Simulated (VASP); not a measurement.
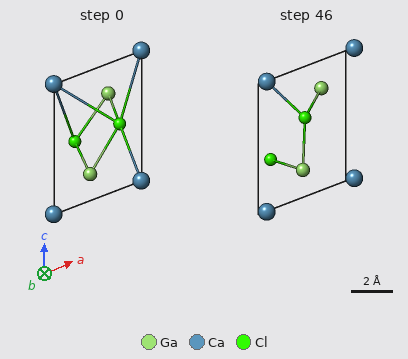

The structure of solid CaGa₂Cl₂ (a generated structure, set up in P1) before (left) and after (right) a relaxation, at one scale.

The picture is a ball-and-stick view of the cell of the calculation, seen along the b axis.

The run lets the atoms move in a fixed cell.

All numbers below come from VASP 6.6.1, Kohn-Sham DFT of a periodic cell, PBE, VASP PAW PBE potentials, recommended.

Input
```
SYSTEM = CaGa2Cl2
PREC = Accurate
ENCUT = 520
EDIFF = 1E-6
ISMEAR = -1
SIGMA = 0.0804
LREAL = .FALSE.
LASPH = .TRUE.
NELM = 100
ALGO = Fast
ISIF = 2
LWAVE = .FALSE.
LCHARG = .FALSE.
GGA = PE
IBRION = 2
NSW = 60
EDIFFG = -0.03
```

Command:
```bash
cat potpaw_PBE.64/Ga_d/POTCAR potpaw_PBE.64/Ca_sv/POTCAR potpaw_PBE.64/Cl/POTCAR > POTCAR
mpirun -np 1 vasp_std > vasp.out
```

What changed between the two?

Answer. The largest moves, 0.99 Å, are those of Cl atoms. By element the largest moves are Cl 0.99 Å, Ga 0.52 Å, Ca 0.50 Å. The lattice vectors keep their values. Some distances before and after: Cl–Ga 2.917 → 4.358 Å, Ca–Cl 3.836 → 2.623 Å, Ca–Cl 3.769 → 2.618 Å, Ca–Cl 3.809 → 4.644 Å. Among the angles between lasting bonds that change: Ga–Ga–Cl 125.1° → 156.2°, Ga–Ga–Cl 125.7° → 112.9°, Cl–Ga–Cl 72.6° → 83.5°. The space group stays P1 (No. 1). Over 46 geometry steps the energy falls by 170 meV per atom. The largest force component goes from 0.44 to 0.02 eV/Å. At step 20 the optimiser overshot: the energy rose above the start, and later steps came back. It ran on 1 thread of Intel(R) Xeon(R) Platinum 8488C (Sapphire Rapids), on a shared host.
